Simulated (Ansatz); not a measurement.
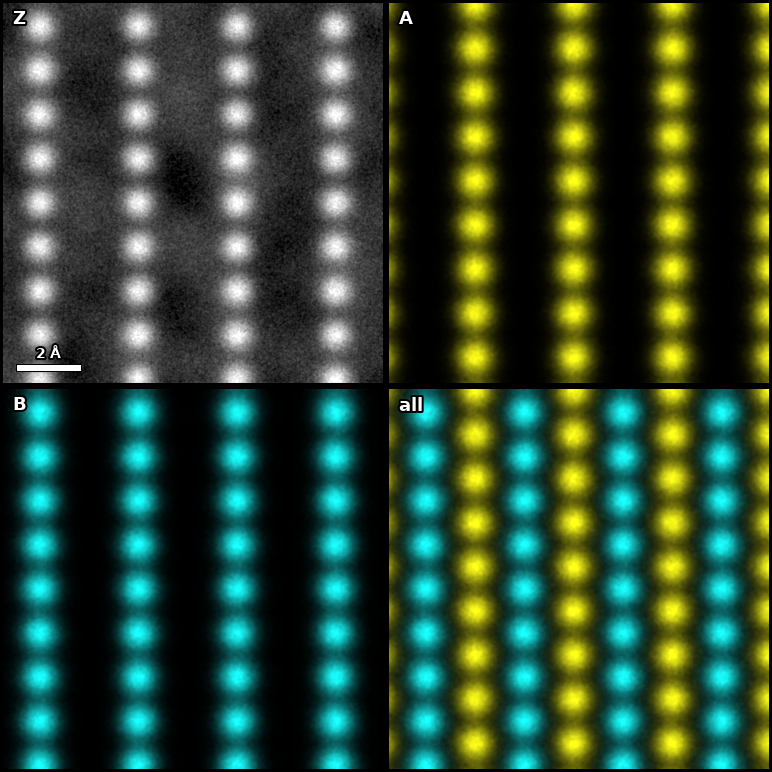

SbC (Pm-3m, No. 221) along [210]. Panel Z: Simulated incoherent Z contrast: every atom adds Z^1.7 spread by a probe of 0.69 Å full width; channelling and multiple scattering are left out. The probe carries 25 % of its weight in a tail 2.5 times as wide. The display is stretched by a gamma of 0.65; percentages refer to the linear signal. Shot noise and the speckle of an amorphous layer were added. The other panels are simulated element maps (the number of atoms of one element along the beam, blurred by 0.9 Å, with counting noise; each on its own scale, no channelling); the last overlays them. Structure: coordinates from a relaxation with Ansatz 0.2.0, DFT PBE, scalar-relativistic, plane waves, PAW; the starting structure was generated, so it need not be a known form of this composition.

```
Sb C
1.0
     3.11468    0.00000    0.00000
     0.00000    3.11468    0.00000
     0.00000    0.00000    3.11468
Sb C
1 1
Direct
  0.50000 0.50000 0.50000
  0.00000 0.00000 0.00000
```

> Which element does each lettered map show?

C, B: Sb. The projected cell (1.39 × 3.11 Å, 90°) holds 2 columns: 1 of Sb and 1 of C. No column is shared by two of the mapped elements.
